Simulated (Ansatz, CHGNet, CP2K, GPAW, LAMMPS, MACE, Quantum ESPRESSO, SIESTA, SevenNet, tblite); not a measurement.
## Quantum ESPRESSO on amorphous 59Ga2O3-41P2O5 (mol %) (64 atoms): settings against a plane-wave reference

Wanted: Quantum ESPRESSO inputs and outputs for amorphous 59Ga2O3-41P2O5 (mol %) (64 atoms), checked against a plane-wave reference.

Main program and level: Quantum ESPRESSO 7.5; the method is named at each step.

### Step 1. Set-up

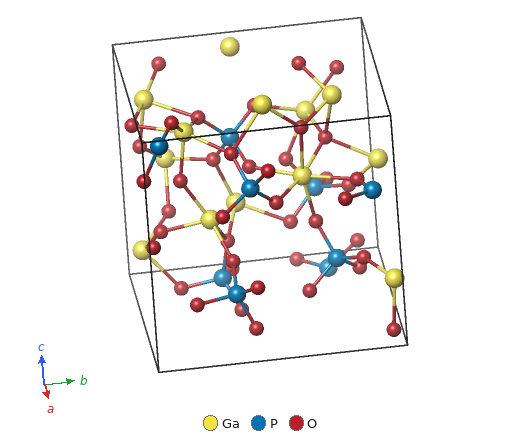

The starting structure, seen slightly off an axis (gallium yellow, phosphorus blue, oxygen red). Bonds to atoms that aren't drawn are left out.

The cell holds 64 atoms: 13 Ga, 9 P and 42 O. Its edges and angles: a = 9.037 Å, b = 9.037 Å, c = 9.037 Å, α = 90.0°, β = 90.0°, γ = 90.0°. 64 atoms (13 Fe, 9 P, 42 O) placed at random at 3.33 g/cm³, melted at 5000 K for 10 ps at fixed volume with the Morse and Coulomb pair potential with partial charges (Pedone, Malavasi, Menziani, Cormack and Segre, J. Phys. Chem. B 110, 11780 (2006)). Quenched from 5000 K to 300 K at 100 K/ps and fixed volume, held 10 ps at zero pressure, then minimised at fixed cell. Then Fe was replaced by Ga and the cell scaled by 1.005 (the potential has no terms for the new elements, so the cell is a start for a DFT relaxation).

The yardstick, on the same geometry:

```
method                                           : Kohn-Sham DFT, PBE, PAW, plane waves (Ansatz 0.2.0); cutoff 420 eV, Γ point, fermi-dirac smearing of 0.05 eV; PAW set soft_2
r.m.s. force component                           : 1.009 eV/Å
longest force                                    : 3.385 eV/Å
pressure                                         : -0.8518 GPa
gap (highest filled to lowest empty level) : 1.385 eV
SCF cycles                                       : 10
time                                             : 4.5 s on 8 threads of Arm Neoverse V2, shared host
CPU time                                         : 30 s
```

### Step 2. PBE, sssp-1.3.0-efficiency, 60/480 Ry

Method: Kohn-Sham DFT, PBE, SSSP efficiency 1.3.0 pseudopotentials, plane waves.

pw.in reads:

```
&control
  calculation = 'scf'
  pseudo_dir = './pseudo'
  outdir = './tmp'
  disk_io = 'none'
  tprnfor = .true.
  tstress = .true.
/
&system
  ibrav = 0
  nat = 64
  ntyp = 3
  ecutwfc = 60
  ecutrho = 480
  nosym = .true.
  occupations = 'smearing'
  smearing = 'fd'
  degauss = 0.003675
/
&electrons
  conv_thr = 3.2e-07
  electron_maxstep = 100
  mixing_beta = 0.4
  mixing_mode = 'plain'
  diagonalization = 'david'
/
ATOMIC_SPECIES
Ga 69.723 Ga.upf
P 30.974 P.upf
O 15.999 O.upf
CELL_PARAMETERS angstrom
9.03743 0.00000 0.00000
0.00000 9.03743 0.00000
0.00000 0.00000 9.03743
ATOMIC_POSITIONS crystal
Ga 0.15995 0.73606 0.69462
Ga 0.32722 0.03062 0.24080
Ga 0.06815 0.17100 0.51446
Ga 0.56524 0.66918 0.59189
Ga 0.55656 0.20977 0.83225
Ga 0.04251 0.46416 0.95458
Ga 0.49008 0.81688 0.89451
Ga 0.91674 0.97528 0.25890
Ga 0.18416 0.42897 0.34113
Ga 0.24008 0.08780 0.85307
Ga 0.53602 0.29208 0.43311
Ga 0.42716 0.98800 0.56978
Ga 0.67554 0.51986 0.96659
P 0.84665 0.34840 0.23389
P 0.60448 0.77884 0.23714
P 0.83998 0.92053 0.61716
P 0.17912 0.77978 0.01301
P 0.17952 0.74862 0.36811
P 0.36580 0.33866 0.10004
P 0.87740 0.07874 0.92378
P 0.29997 0.41471 0.67663
P 0.81820 0.43519 0.67178
O 0.20889 0.39281 0.06673
O 0.69852 0.35562 0.31273
O 0.84672 0.41624 0.07651
O 0.22891 0.63807 0.25163
O 0.49761 0.39403 0.01195
O 0.38482 0.36756 0.26710
O 0.53407 0.71210 0.37540
O 0.90427 0.02435 0.49956
O 0.88202 0.18405 0.22157
O 0.45065 0.01382 0.83911
O 0.69619 0.37996 0.77848
O 0.16240 0.87381 0.86769
O 0.32855 0.70848 0.97599
O 0.85014 0.00983 0.76664
O 0.65303 0.65690 0.13014
O 0.97859 0.42201 0.31011
O 0.62247 0.67268 0.82636
O 0.72689 0.14794 0.95282
O 0.19816 0.90228 0.12557
O 0.92362 0.50187 0.78512
O 0.43934 0.47104 0.60069
O 0.01610 0.17726 0.90287
O 0.38898 0.78672 0.67018
O 0.28079 0.87673 0.40646
O 0.16129 0.16130 0.32427
O 0.73298 0.87503 0.28388
O 0.20754 0.06039 0.63834
O 0.67832 0.87650 0.60078
O 0.50219 0.87675 0.14204
O 0.91040 0.95812 0.03431
O 0.90266 0.30868 0.59878
O 0.54904 0.18225 0.61982
O 0.32948 0.29100 0.78932
O 0.74396 0.54074 0.56631
[... 4 atom lines left out ...]
O 0.47022 0.09657 0.37452
O 0.95459 0.79919 0.64260
O 0.21445 0.52845 0.76521
O 0.35480 0.17197 0.07012
K_POINTS gamma
```

Launch:

```bash
OMP_NUM_THREADS=1 mpirun -np 2 pw.x -in pw.in > output.txt
```

Output:

```text
Program PWSCF
     gamma-point specific algorithms are used
     Parallelization info
     sticks:   dense  smooth     PW     G-vecs:    dense   smooth      PW
     Min        5582    2790    694               442585   156515   19562
     Max        5583    2791    695               442586   156518   19565
     Sum       11165    5581   1389               885171   313033   39127
     bravais-lattice index     =            0
     lattice parameter (alat)  =      17.0783  a.u.
     unit-cell volume          =    4981.1709 (a.u.)^3
     number of atoms/cell      =           64
     number of atomic types    =            3
     number of electrons       =       466.00
     number of Kohn-Sham states=          280
     kinetic-energy cutoff     =      60.0000  Ry
     charge density cutoff     =     480.0000  Ry
     scf convergence threshold =      3.2E-07
     mixing beta               =       0.4000
     number of iterations used =            8  plain     mixing
     Exchange-correlation= SLA  PW   PBX  PBC
                           (   1   4   3   4   0   0   0)
     crystal axes: (cart. coord. in units of alat)
               a(1) = (   1.000000   0.000000   0.000000 )
               a(2) = (   0.000000   1.000000   0.000000 )
               a(3) = (   0.000000   0.000000   1.000000 )
     reciprocal axes: (cart. coord. in units 2 pi/alat)
               b(1) = (  1.000000  0.000000  0.000000 )
               b(2) = (  0.000000  1.000000  0.000000 )
               b(3) = (  0.000000  0.000000  1.000000 )
     PseudoPot. # 1 for Ga:
     Pseudo is Projector augmented-wave + core cor, Zval = 13.0
     PseudoPot. # 2 for P :
     Pseudo is Ultrasoft + core correction, Zval =  5.0
     PseudoPot. # 3 for O :
     Pseudo is Projector augmented-wave + core cor, Zval =  6.0
     atomic species   valence    mass     pseudopotential
     Ga               13.00    69.72300     Ga( 1.00)
     P                 5.00    30.97400     P ( 1.00)
     O                 6.00    15.99900     O ( 1.00)
     No symmetry found
   Cartesian axes
     number of k points=     1  Fermi-Dirac smearing, width (Ry)=  0.0037
                       cart. coord. in units 2pi/alat
        k(    1) = (   0.0000000   0.0000000   0.0000000), wk =   2.0000000
     Dense  grid:   442586 G-vectors     FFT dimensions: ( 120, 120, 120)
     Smooth grid:   156517 G-vectors     FFT dimensions: (  90,  90,  90)
     Initial potential from superposition of free atoms
     starting charge     465.9601, renormalised to     466.0000
     Starting wfcs are  321 randomized atomic wfcs
     Self-consistent Calculation
     iteration #  1     ecut=    60.00 Ry     beta= 0.40
     total energy              =   -5486.62013950 Ry
     estimated scf accuracy    <      16.43853374 Ry
     iteration #  2     ecut=    60.00 Ry     beta= 0.40
     total energy              =   -5490.68166609 Ry
     estimated scf accuracy    <       0.72561967 Ry
     iteration #  3     ecut=    60.00 Ry     beta= 0.40
     total energy              =   -5491.75659171 Ry
     estimated scf accuracy    <       0.76658360 Ry
     iteration #  4     ecut=    60.00 Ry     beta= 0.40
     total energy              =   -5491.73117132 Ry
     estimated scf accuracy    <       0.42132513 Ry
     iteration #  5     ecut=    60.00 Ry     beta= 0.40
     total energy              =   -5491.74864390 Ry
     estimated scf accuracy    <       0.05934154 Ry
     iteration #  6     ecut=    60.00 Ry     beta= 0.40
     total energy              =   -5491.77334135 Ry
     estimated scf accuracy    <       0.00753453 Ry
[...]
total energy              =   -5491.77575629 Ry
[...]
iteration # 16     ecut=    60.00 Ry     beta= 0.40
     total energy              =   -5491.77575707 Ry
     estimated scf accuracy    <       0.00000117 Ry
     iteration # 17     ecut=    60.00 Ry     beta= 0.40
     total energy              =   -5491.77575694 Ry
     estimated scf accuracy    <       0.00000043 Ry
     iteration # 18     ecut=    60.00 Ry     beta= 0.40
     End of self-consistent calculation
          k = 0.0000 0.0000 0.0000 ( 19564 PWs)   bands (ev):
   -16.3407 -16.0548 -15.7884 -15.5767 -15.4380 -15.2059 -15.0806 -14.5380
   -14.1414 -14.0780 -13.8236 -13.7064 -13.5114 -13.4351 -13.3791 -13.3769
   -13.2878 -13.1620 -13.0380 -12.9158 -12.9036 -12.8277 -12.7175 -12.6715
   -12.5134 -12.3756 -12.3016 -12.2403 -12.2017 -12.1670 -12.0734 -12.0401
   -12.0277 -11.8026 -11.6809 -11.5734 -11.5165 -11.3839 -11.2956 -10.9799
   -10.8686 -10.2640  -8.9166  -8.9035  -8.8592  -8.8446  -8.7891  -8.5387
[...]
13.5741  13.6678  13.7756  13.8638  13.9475  14.0031  14.1281  14.3208
    14.3801  14.4093  14.4527  14.4862  14.5605  14.6549  14.7191  14.7917
    14.8242  14.9070  14.9689  15.1175  15.1518  15.2675  15.3230  15.3894
     the Fermi energy is     6.7735 ev
!    total energy              =   -5491.77575705 Ry
     estimated scf accuracy    <       0.00000030 Ry
     smearing contrib. (-TS)   =      -0.00000027 Ry
     internal energy E=F+TS    =   -5491.77575678 Ry
     The total energy is F=E-TS. E is the sum of the following terms:
     one-electron contribution =   -2104.15602958 Ry
     hartree contribution      =    1426.07669780 Ry
     xc contribution           =    -855.78877609 Ry
     ewald contribution        =   -2104.40630195 Ry
     one-center paw contrib.   =   -1853.50134697 Ry
     convergence has been achieved in  18 iterations
     Forces acting on atoms (cartesian axes, Ry/au):
     atom    1 type  1   force =     0.00729985    0.01701719   -0.03490607
     atom    2 type  1   force =    -0.01538350   -0.01541020    0.02716918
     atom    3 type  1   force =     0.02798949   -0.02643155    0.01504579
     atom    4 type  1   force =     0.01737754    0.00982917    0.00334261
     atom    5 type  1   force =     0.03993896   -0.02075894   -0.04981220
     atom    6 type  1   force =    -0.00287030    0.00643398   -0.01030421
[...]
atom   62 type  3   force =     0.01278262   -0.05112153    0.00563069
     atom   63 type  3   force =    -0.04709612    0.07179781    0.03879382
     atom   64 type  3   force =    -0.00209408   -0.08083816   -0.01351249
     Total force =     0.570753     Total SCF correction =     0.000200
     Computing stress (Cartesian axis) and pressure
          total   stress  (Ry/bohr**3)                   (kbar)     P=       -4.72
  -0.00017307   0.00004342   0.00006972          -25.46        6.39       10.26
   0.00004342  -0.00001130   0.00008667            6.39       -1.66       12.75
   0.00006972   0.00008667   0.00008816           10.26       12.75       12.97
     Message from routine punch:
     Nothing written, as per user request (disk_io='none')
```

Elapsed: 4.8 min, on 2 MPI ranks of Arm Neoverse V2, shared host; peak memory 2 GiB; 9.7 min of CPU time.

Banners, paths, timers and routine set-up lines are dropped from the logs unmarked, and long logs keep their key lines alone; longer cuts are marked.

Numbers from this run, and their distance from the reference:

- r.m.s. force component: 1.059 eV/Å
- r.m.s. difference of force components: 70.68 meV/Å
- longest difference of force vectors: 210.8 meV/Å
- force difference over r.m.s. force: 7.006 %
- slope of forces against the reference's: 1.049
- correlation of force components: 0.9988
- gap (highest filled to lowest empty level): 1.376 eV
- gap difference: -0.0097 eV
- pressure: -0.4717 GPa
- pressure difference: 0.3801 GPa

Length of the force difference by element (eV/Å):

```csv
element,atoms,mean,most
Ga,13,0.027,0.044
O,42,0.14,0.21
P,9,0.035,0.065
```

Levels nearest the highest filled one (eV from it): -0.92, -0.89, -0.79, -0.76, -0.72, -0.70, -0.63, -0.55, -0.45, -0.35, -0.05, 0.00, 1.38, 2.71, 3.11, 3.15, 3.41, 3.55, 3.66, 4.01, 4.12, 4.25, 4.41, 4.65.

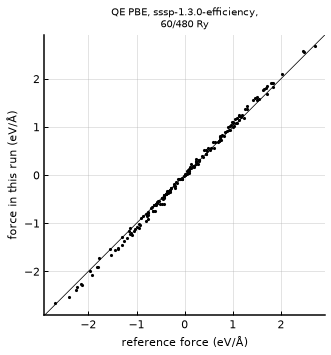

Force components against those of the reference; the line marks equality.

A closer look about O56, picked at random: 9 atoms, nearest first, numbered in the order of the input, with positions taken from that point.

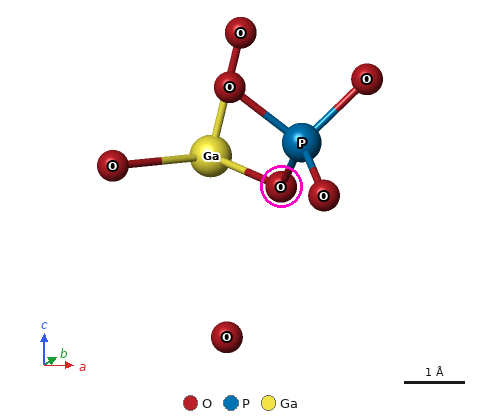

The atoms of the table, within 2.9 Å (arrows a, b, c point along x, y, z); some may hide others; the central atom is ringed.

```csv
atom,x,y,z,distance (Å),bonds,Fx,Fy,Fz (eV/Å)
O56,0.00,0.00,0.00,0.00,2,-0.74,1.37,-1.09
P22,0.67,-0.95,0.95,1.51,4,1.08,-1.98,-0.49
Ga4,-1.62,1.16,0.23,2.00,6,0.45,0.25,0.09
O33,-0.43,-1.45,1.92,2.44,3,-2.26,-0.49,2.57
O53,1.43,-2.10,0.29,2.56,2,0.23,-0.75,-0.86
O42,1.62,-0.35,1.98,2.58,2,1.91,1.92,2.10
O43,-2.75,-0.63,0.31,2.84,3,1.77,0.80,-1.02
O39,-1.10,1.19,2.35,2.85,3,-0.34,-0.03,0.23
O24,-0.41,-1.67,-2.29,2.87,2,-1.51,0.94,0.56
```

Forces lie 7.0 % from the reference's, at 19 times its CPU time (on 2 against 8 cores).

The difference per atom is largest on O (0.14 eV/Å on average, against 0.035 on P).

### Step 3. PBE, sg15-1.2, 60/240 Ry

Method: Kohn-Sham DFT, PBE, SG15 1.2 norm-conserving pseudopotentials, plane waves.

The pseudopotential files are exchanged too: ./pseudo now holds the set sg15-pbe-1.2.

pw.in: that of step 2 with these lines changed.

```diff
@@ -13,3 +13,3 @@
   ecutwfc = 60
-  ecutrho = 480
+  ecutrho = 240
   nosym = .true.
```

Output:

```text
[banner, memory and clock lines left out]
Program PWSCF
     gamma-point specific algorithms are used
     bravais-lattice index     =            0
     lattice parameter (alat)  =      17.0783  a.u.
     unit-cell volume          =    4981.1709 (a.u.)^3
     number of atoms/cell      =           64
     number of atomic types    =            3
     number of electrons       =       466.00
     number of Kohn-Sham states=          280
     kinetic-energy cutoff     =      60.0000  Ry
[... lines left out ...]
     scf convergence threshold =      3.2E-07
[... lines left out ...]
     number of k points=     1  Fermi-Dirac smearing, width (Ry)=  0.0037
[... lines left out ...]
     total energy              =   -3166.09284649 Ry
[... lines left out ...]
     total energy              =   -3168.83104824 Ry
[... lines left out ...]
     total energy              =   -3168.89288405 Ry
[... lines left out ...]
     total energy              =   -3168.91063815 Ry
[... lines left out ...]
     total energy              =   -3168.91063829 Ry
[... lines left out ...]
          k = 0.0000 0.0000 0.0000 ( 19564 PWs)   bands (ev):
   -15.9153 -15.6385 -15.3766 -15.1689 -15.0200 -14.7898 -14.6776 -14.1308
   -13.7344 -13.6565 -13.4033 -13.2892 -13.0958 -13.0206 -12.9634 -12.9580
   -12.8839 -12.7534 -12.6305 -12.5112 -12.4971 -12.4191 -12.3060 -12.2723
[...]
14.8047  14.8422  14.8863  14.9212  14.9900  15.0855  15.1456  15.2243
    15.2585  15.3371  15.4040  15.5492  15.5899  15.7059  15.7434  15.8188
     the Fermi energy is     7.1774 ev
!    total energy              =   -3168.91063848 Ry
     estimated scf accuracy    <       0.00000020 Ry
     smearing contrib. (-TS)   =      -0.00000022 Ry
     internal energy E=F+TS    =   -3168.91063827 Ry
     The total energy is F=E-TS. E is the sum of the following terms:
     one-electron contribution =   -1626.46965894 Ry
     hartree contribution      =    1127.83868708 Ry
     xc contribution           =    -565.87336337 Ry
     ewald contribution        =   -2104.40630304 Ry
     convergence has been achieved in  11 iterations
     Forces acting on atoms (cartesian axes, Ry/au):
     atom    1 type  1   force =     0.00986173    0.01943710   -0.03532294
     atom    2 type  1   force =    -0.01387228   -0.01771389    0.02509620
     atom    3 type  1   force =     0.02997059   -0.02326074    0.01684334
[...]
atom   63 type  3   force =    -0.04011698    0.06269608    0.03140237
     atom   64 type  3   force =    -0.00167318   -0.06884620   -0.00955418
     Total force =     0.518179     Total SCF correction =     0.001044
     Computing stress (Cartesian axis) and pressure
          total   stress  (Ry/bohr**3)                   (kbar)     P=     -174.38
  -0.00133057   0.00004143   0.00006932         -195.73        6.09       10.20
   0.00004143  -0.00116068   0.00008454            6.09     -170.74       12.44
   0.00006932   0.00008454  -0.00106490           10.20       12.44     -156.65
     Message from routine punch:
     Nothing written, as per user request (disk_io='none')
```

Elapsed: 97 s, on 2 MPI ranks; peak memory 0.82 GiB; 3.2 min of CPU time.

Against the reference:

- r.m.s. force component: 0.9615 eV/Å
- r.m.s. difference of force components: 70.77 meV/Å
- longest difference of force vectors: 219.1 meV/Å
- force difference over r.m.s. force: 7.015 %
- slope of forces against the reference's: 0.9517
- correlation of force components: 0.9986
- gap (highest filled to lowest empty level): 1.401 eV
- gap difference: 0.0153 eV
- pressure: -17.44 GPa
- pressure difference: -16.59 GPa

This is a coarse setting, run to see what it loses.

Against the first run (7.0 %), the force difference from the reference is 7.0 %, at 0.33 times the CPU time (11 SCF steps against 18).

### Step 4. All runs compared

Differences are against the plane-wave reference, forces as r.m.s. over components; share is that over the reference's r.m.s. force, slope the least-squares factor from reference forces to these. Total energies of different programs have different zeros and aren't compared.

```csv
run,"Δ force, r.m.s. (meV/Å)",share (%),slope,Δ pressure (GPa),Δ gap (eV),cores,CPU time,memory (GiB)
reference,-,-,-,-,-,8,30 s,1.0
"QE PBE, sssp-1.3.0-efficiency, 60/480 Ry",70.7,7.01,1.049,0.380,-0.0097,2,9.7 min,2.0
"QE PBE, sg15-1.2, 60/240 Ry (coarse)",70.8,7.02,0.952,-16.6,0.0153,2,3.2 min,0.82
```

Rows marked coarse were listed beforehand as settings not expected to be converged; some can still land near the reference.

CPU time is summed over cores on a shared host, where runs went side by side, so it is rough. Symmetry, cutoffs, thresholds, outputs and thread counts weren't matched or tuned between programs; memory under MPI is the largest rank's times the ranks.

### Step 5. What came out

```
nearest in forces : a tie at 7.0 % of 2 runs: QE PBE, sssp-1.3.0-efficiency, 60/480 Ry; QE PBE, sg15-1.2, 60/240 Ry (coarse)
```

What this shows: PBE on plane waves or a grid with other potentials, cutoffs or grids, coarse settings apart, differs from the reference by 7.0 % (QE PBE, sssp-1.3.0-efficiency, 60/480 Ry) of the r.m.s. force; potentials, valence shells or grid differ, and the table alone doesn't part them (QE's 60 Ry are 816 eV, against the reference's 420 eV). Runs with settings chosen to be coarse differ by 7.0 % (QE PBE, sg15-1.2, 60/240 Ry), their programs' other errors included. None of the electronic-structure runs in the table takes under half the reference's CPU time of 30 s; they take 6.4 to 19 times as much. At the same functional, gaps differ from the reference's 1.39 eV by between -0.01 and +0.02 eV. In pressure, QE PBE, sg15-1.2, 60/240 Ry misses by -16.6 GPa, at the same functional; a cutoff this low leaves a large Pulay stress. In our tests on small cells the SSSP efficiency potentials stood apart from two norm-conserving sets, for C–F bonds most and for P–O bonds less, so differences between them and other runs here needn't be the other run's error. The quench rate of 100 K/ps is many orders above laboratory rates, so the cell is likely richer in defects and strain than a real sample. The network of bonds at the start is that of the classical potential that made the cell, and needn't be the one that DFT or experiment would give. The reference's stress is far from hydrostatic: its diagonal is -3.0, -0.5, 0.9 GPa, compression counted positive. The electronic-structure runs sample only Γ, in a cell whose shortest periodic width is 9 Å.

[Also dropped from logs without a mark: logging warnings of Python, and SIESTA's first energy breakdown and zero terms.]

[Logs are printed without paths, hosts, clocks, repeated set-up lines and the standing remarks that a program may print on its own settings, such as how far it seeks lower states.]

[Hosts, paths, dates, database ids (printed as entryN), source tags and the programs' standing remarks are cut or masked in the printed files.]
